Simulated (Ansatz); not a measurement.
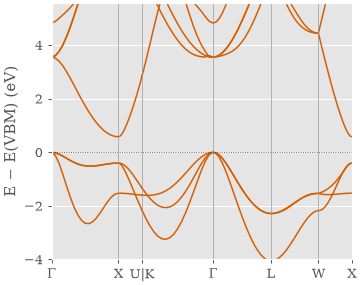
Figure: Band structure from the program Ansatz at the r²SCAN level (PAW)

### Question
Read off the gap and where the band edges lie.

### Answer
About 0.6 eV (0.58 eV by a search for the band edges); maximum at Γ, minimum at X.

### Question
Pick the material that matches.
(A) YN, rock salt
(B) InAs, zinc blende
(C) GaN, rock salt
(D) GaN, zinc blende

### Answer
A, YN, rock salt

Space group Fm-3m (rock salt). The r²SCAN relaxation kept the symmetry of its start. No spin polarisation was allowed. Spin–orbit coupling is left out wherever it is not named.

Potentials: the earlier of the program's two PAW sets.
